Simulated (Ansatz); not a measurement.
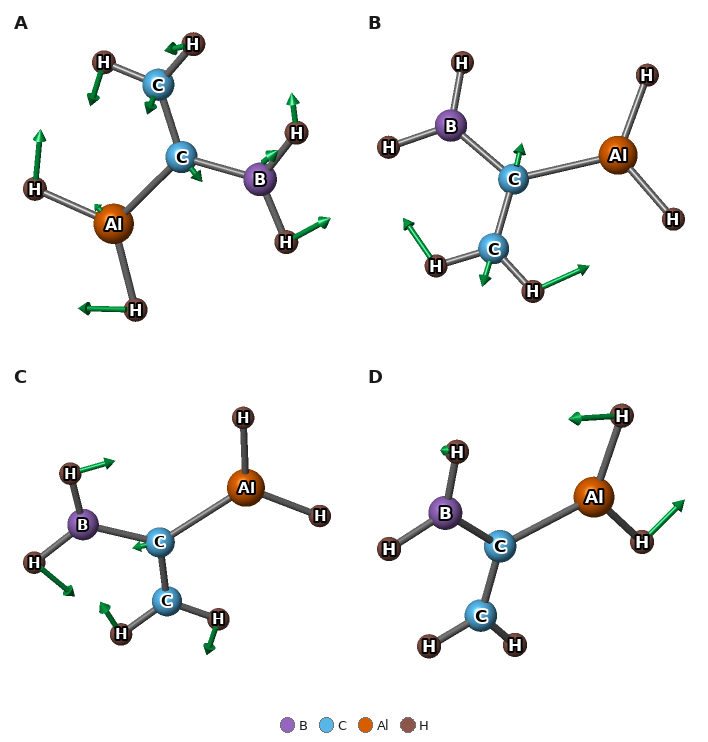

4 normal modes of one molecule or complex, as arrows. Harmonic vibrations computed with RKS PBE0-D4/def2-TZVP (Ansatz 0.2.0) at a stationary point of the same level.

> Match the panels to the wavenumbers 172 cm⁻¹, 522 cm⁻¹, 1187 cm⁻¹, 1615 cm⁻¹.

A: 172 cm⁻¹
B: 1615 cm⁻¹
C: 1187 cm⁻¹
D: 522 cm⁻¹, C–Al–H bending
